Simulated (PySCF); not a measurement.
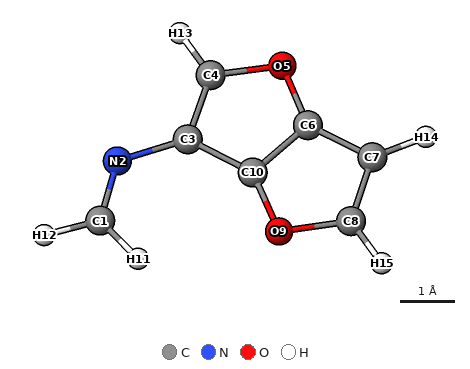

The input geometry (ball-and-stick view, seen at a tilt; atoms are numbered from 1 in the order of the input). Bond lengths as drawn: C–C 1.37 to 1.43 Å, C–H 1.07 to 1.09 Å, C–N 1.26 to 1.37 Å and C–O 1.35 to 1.36 Å.

# C7H5NO2: NMR shielding calculation

System: C7H5NO2, SMILES C=Nc1coc2ccoc12.
Method: GIAO PBE0/pcSseg-1 NMR shielding, non-relativistic, gas phase (PySCF 2.14.0).

The geometry comes from this level: GFN2-xTB. Figures and captions count atoms from 1; the log counts them from 0 in places.

Log
```
coarse grid: 13936 points
cycle   1  E = -474.1402115878  dE =  2.384e+00  |g| = 5.180e-01  |ddm| = 4.030e+00
cycle   2  E = -474.1132394694  dE =  2.697e-02  |g| = 6.669e-01  |ddm| = 1.033e+00
cycle   3  E = -474.1904938436  dE = -7.725e-02  |g| = 1.115e-01  |ddm| = 5.666e-01
cycle   4  E = -474.1925234644  dE = -2.030e-03  |g| = 4.431e-02  |ddm| = 9.796e-02
cycle   5  E = -474.1929484995  dE = -4.250e-04  |g| = 1.465e-02  |ddm| = 4.664e-02
cycle   6  E = -474.1929943192  dE = -4.582e-05  |g| = 5.581e-03  |ddm| = 1.733e-02
cycle   7  E = -474.1930009853  dE = -6.666e-06  |g| = 1.930e-03  |ddm| = 6.014e-03
final grid: 138728 points
cycle   8  E = -474.2717071758  dE = -2.305e-05  |g| = 1.504e-02  |ddm| = 3.872e-02
cycle   9  E = -474.2716281997  dE =  7.898e-05  |g| = 2.558e-02  |ddm| = 2.672e-02
cycle  10  E = -474.2717480131  dE = -1.198e-04  |g| = 1.931e-03  |ddm| = 1.756e-02
cycle  11  E = -474.2717488267  dE = -8.136e-07  |g| = 5.332e-04  |ddm| = 1.792e-03
cycle  12  E = -474.2717488845  dE = -5.785e-08  |g| = 1.667e-04  |ddm| = 6.026e-04
cycle  13  E = -474.2717488899  dE = -5.430e-09  |g| = 6.879e-05  |ddm| = 2.022e-04
cycle  14  E = -474.2717488910  dE = -1.100e-09  |g| = 1.521e-05  |ddm| = 7.362e-05
cycle  15  E = -474.2717488911  dE = -4.582e-11  |g| = 6.040e-06  |ddm| = 1.779e-05
```

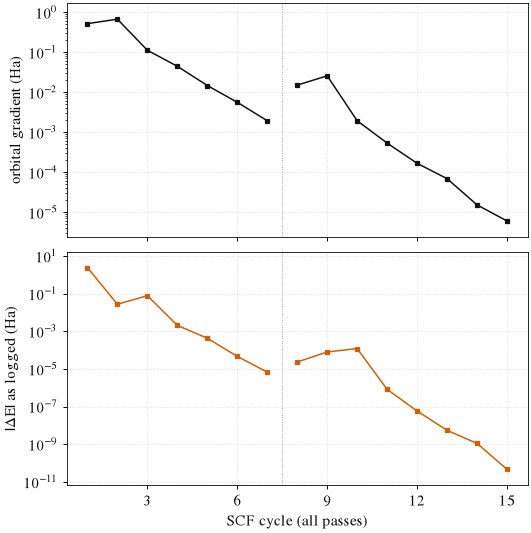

Convergence of the self-consistent field: orbital gradient and size of the energy change against the SCF cycle. The dotted line marks the change from a coarse to the final integration grid. The first 7 cycles use a coarse grid, the final grid takes over at cycle 8, and the field converges after 15 cycles in all.

```
converged SCF energy = -474.2717488911

GIAO shielding tensors (ppm)
atom      isotropic    diamagn.    paramagn.     s11        s22        s33       span
  0 C       31.031     255.672    -224.641    -60.495     27.517    126.069    186.564
  1 N     -102.761     326.432    -429.193   -456.740   -134.212    282.670    739.410
  2 C       52.357     252.452    -200.096     -8.900     50.460    115.509    124.409
  3 C       34.635     250.581    -215.946    -26.165     39.867     90.204    116.370
  4 O      100.102     398.448    -298.346    -25.776     20.747    305.334    331.110
  5 C       29.398     263.797    -234.399    -22.890     21.677     89.407    112.298
  6 C       82.581     255.353    -172.772      6.699     74.633    166.411    159.712
  7 C       38.354     249.882    -211.527    -28.539     50.070     93.532    122.071
  8 O       88.241     398.213    -309.972    -52.351     20.503    296.571    348.923
  9 C       37.102     260.855    -223.753    -22.797     32.114    101.988    124.785
 10 H       23.345      32.699      -9.353     20.615     22.676     26.746      6.131
 11 H       24.185      27.901      -3.717     22.207     24.401     25.946      3.739
 12 H       23.679      30.319      -6.640     20.729     24.158     26.149      5.420
 13 H       25.042      30.089      -5.047     22.547     25.731     26.847      4.301
 14 H       24.137      29.887      -5.750     20.488     25.269     26.653      6.165
```

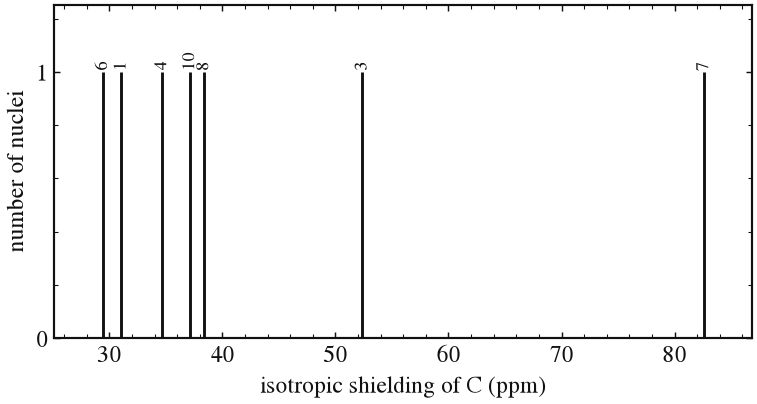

Isotropic shieldings of the carbon nuclei in this fixed geometry, labelled by atom number; shielding grows to the right, so chemical shift grows to the left. The least shielded is C6 (29.4 ppm), the most shielded C7 (82.6 ppm).

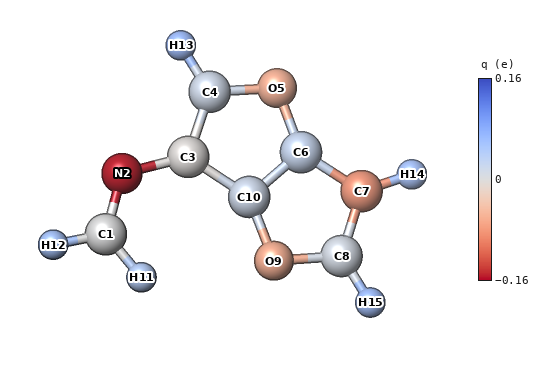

Hirshfeld charges, as the colour of each atom (ball-and-stick view, seen at a tilt; atoms are numbered from 1 in the order of the input). By element: C −0.09 to +0.03, N −0.15, O −0.06 and H +0.04 to +0.07 e.

This output came from the following input.

Input
```
{"job": {"kind": "nmr", "xc": "PBE0", "basis": "pcSseg-1"}, "charge": 0, "multiplicity": 1}
C      2.726825     0.653010    -0.413365
N      2.294264    -0.496458    -0.124239
C      0.950284    -0.714204     0.056714
C      0.402592    -1.938430     0.372046
O     -0.941572    -1.905775     0.498726
C     -1.297020    -0.627163     0.261347
C     -2.426405     0.219563     0.193341
C     -1.907177     1.442930    -0.118634
O     -0.557380     1.427879    -0.249319
C     -0.185460     0.156025    -0.015883
H      2.102049     1.540297    -0.538550
H      3.791528     0.770395    -0.546269
H      0.888969    -2.880699     0.525107
H     -3.455177    -0.026446     0.347892
H     -2.390734     2.387066    -0.270825
```

The first line tells a small driver script what to run in PySCF; the rest is the geometry in Å.

Command:
```bash
OMP_NUM_THREADS=1 python <driver script> task.json out
```

Results in brief

```csv
quantity,value
outcome,converged
total energy,−474.271749 hartree
HOMO,−6.23 eV
LUMO,−1.09 eV
dipole moment,1.75 D
"isotropic shielding, C",29.4 to 82.6 ppm
"isotropic shielding, N",−102.8 ppm
"isotropic shielding, O",88.2 to 100.1 ppm
"isotropic shielding, H",23.3 to 25.0 ppm
hardware,"1 CPU thread, shared host"
wall time,50 s
peak memory,0.84 GiB
```
